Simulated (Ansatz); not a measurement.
# Lattice dynamics of Mg2Ir (built on the sites of a database entry of Sr2Rh), part 2 of 2

Aim: the phonons of Mg2Ir (built on the sites of a database entry of Sr2Rh) at a cell relaxed beforehand at this level. After the zone centre comes a 2×2×2 q mesh on a 10×10×10 k mesh.

Ansatz 0.2.0; DFT PBEsol, scalar-relativistic, plane waves, PAW.

So far. Step 2 (Linear response at the zone centre): Before it was imposed, the acoustic sum rule was missed by 5.1e-5 eV/Å². Small misses are needed for a sound result but don't prove that mesh and cutoff are converged. The lowest optical mode is real, 221 cm⁻¹.

The structure was built from a prototype and need not be the compound's stable phase.

## (3) Phonons on a q mesh (continued)

The partial phonon density of states has structure finer than the step of the table below, so its rows give means over 20 cm⁻¹, whole bins alone (the curve runs from -10 to 327 cm⁻¹). Peaks (cm⁻¹: height): Ir 68.5: 0.0716, 96.1: 0.0794; Mg 219.1: 0.0588, 238.2: 0.0489, 276.4: 0.0805.

Phonopy on the run's constants, 15x15x15 mesh, Gaussian sigma 2.4 cm-1. Interpolated from a 2×2×2 q mesh, rough between the solved points. Partial phonon density of states against wavenumber; means over each step; values in 1/cm⁻¹/cell:

```
wavenumber (cm⁻¹)       Ir       Mg
                0   5.0e-5   1.2e-5
               20  0.00158   3.7e-4
               40  0.00923  0.00178
               60   0.0504  0.00685
               80   0.0372  0.00356
              100   0.0370  0.00179
              120   3.4e-4   5.3e-6
              140        0        0
              160        0        0
              180   1.8e-5  0.00412
              200  0.00164   0.0496
              220  0.00395   0.0516
              240  0.00295   0.0403
              260  0.00251   0.0516
              280  0.00283   0.0704
              300   4.6e-4   0.0179
```

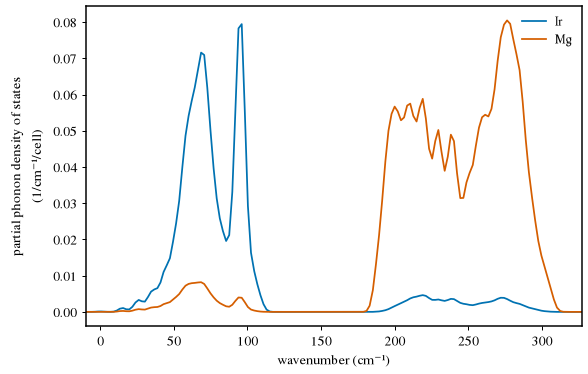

Partial phonon density of states against wavenumber.

Harmonic thermodynamic functions per atom, from the density of states. Interpolated from a 2×2×2 q mesh, rough between the solved points. Thermodynamic functions, by row:

```
T (K)  F_vib (meV/atom)  S (J/mol-atom/K)  C_V (J/mol-atom/K)
    0             34.98                 0                   0
   50              34.3             3.991                6.65
  100             30.44             10.97               14.08
  200             12.32             23.37                  21
  300            -16.79             32.34               23.04
  400            -53.96             39.09               23.84
  500            -97.35             44.46               24.23
  600            -145.8              48.9               24.44
  700            -198.5             52.67               24.57
  800            -254.8             55.96               24.66
  900            -314.3             58.87               24.72
 1000            -376.7             61.47               24.76
```

Harmonic mean-square displacement, third of the trace. Interpolated from a 2×2×2 q mesh, rough between the solved points. Mean square displacements, by row:

```
T (K)  Mg1 U_eq (Å²)  Mg2 U_eq (Å²)  Ir3 U_eq (Å²)
    0        0.00328        0.00328        0.00119
  100        0.00446        0.00446        0.00285
  300        0.00971        0.00971        0.00802
  600        0.01862        0.01862        0.01593
```

Symmetry leaves 3 wavevectors to solve. The lowest mode among them, the acoustic zeros apart, lies at q = (0, 0, -0.5) and is real, 55.8 cm⁻¹.

## (4) Isotope substitution

An isotope changes the mass and not the force constants, so no new electronic calculation is needed; the shifts show which modes move this element.

The same force constants with the mass of Mg changed from 24.305 to 25.983 u (phonopy, no LO-TO term). Both lists are sorted by frequency; levels can cross, so a row need not hold one and the same mode. Modes under 3 cm⁻¹ are left out. Isotope shifts, by row:

```
          q  rank  natural mass (cm⁻¹)  changed mass (cm⁻¹)
      0 0 0     4                221.3                215.6
      0 0 0     5                221.3                215.6
      0 0 0     6                221.3                215.6
      0 0 0     7                294.5                284.8
      0 0 0     8                294.5                284.8
      0 0 0     9                294.5                284.8
   0 0 -0.5     1                55.79                55.54
   0 0 -0.5     2                55.79                55.54
   0 0 -0.5     3                97.55                97.37
   0 0 -0.5     4                237.9                230.5
   0 0 -0.5     5                242.8                235.9
   0 0 -0.5     6                242.8                235.9
   0 0 -0.5     7                254.1                245.8
   0 0 -0.5     8                256.5                  248
   0 0 -0.5     9                256.5                  248
0 -0.5 -0.5     1                71.33                71.12
0 -0.5 -0.5     2                71.33                71.12
0 -0.5 -0.5     3                110.8                110.8
0 -0.5 -0.5     4                185.4                179.4
0 -0.5 -0.5     5                194.6                188.2
0 -0.5 -0.5     6                194.6                188.2
0 -0.5 -0.5     7                271.8                263.6
0 -0.5 -0.5     8                271.8                263.6
0 -0.5 -0.5     9                308.8                298.7
```

A mode of this element alone would shift by -3.28 %. The highest zone-centre frequency without the field goes from 294.5 to 284.8 cm⁻¹ (-3.3 %). The product of the frequency ratios over all optical modes at Γ is 0.836; the product rule, (m/m′)^(3k/2) (M′/M)^(3/2) with k = 2 such atoms and M the mass of the cell, gives 0.836.

## (5) What came out

| Item | Value |
| --- | --- |
| space group (within 0.01 Å) | Fm-3m |
| volume per atom | 19.4 Å³ |
| electronic character | no gap on this mesh |
| highest optical mode at the zone centre (no LO-TO term) | 294 cm⁻¹ |
| lowest optical zone-centre mode | 221 cm⁻¹ |
| lowest mode on the q mesh (acoustic modes at Γ apart) | 55.8 cm⁻¹ |
| highest frequency on the path or at a solved wavevector | 309 cm⁻¹ |
| zero-point energy per atom | 35.0 meV |
| heat capacity at 300 K | 23.0 J/(mol atoms K) |
| vibrational entropy at 300 K | 32.3 J/(mol atoms K) |
| Debye temperature (second moment) | 384 K |
| imaginary modes on the 2×2×2 q mesh | none |

The structure is a minimum as far as tested: no mode is imaginary at the 3 irreducible wavevectors of the 2×2×2 mesh, and the softest away from the acoustic zeros lies at 56 cm⁻¹. The optical modes at Γ span 221 to 294 cm⁻¹. The highest mode in this list at Γ, 294.5 cm⁻¹, is mostly motion of Mg (100 % of the kinetic energy). On the path and the mesh, the widest gap between branches runs from 111 to 185 cm⁻¹. The q mesh stands for a supercell only 8.7 Å across, so branches between the solved wavevectors are rough. With no gap, or one that is small against the smearing, the frequencies hang on the k mesh and the smearing, most of all near Kohn anomalies. The phonon runs are without spin polarisation, although the cell has an odd electron count. Spin-orbit coupling is left out, which can matter for the heavy elements here. A phonon run warned that its eigensolver left some bands unconverged in a pass. The starting cell was built on a prototype and not taken from a measurement, so the phase need not exist. These are harmonic frequencies at zero temperature: anharmonic shifts, linewidths and thermal expansion are left out.

[Logs are printed without paths, hosts, clocks, repeated set-up lines and the standing remarks that a program may print on its own settings, such as how far it seeks lower states.]

[Hosts, paths, dates, database ids (printed as entryN), source tags and the programs' standing remarks are cut or masked in the printed files.]
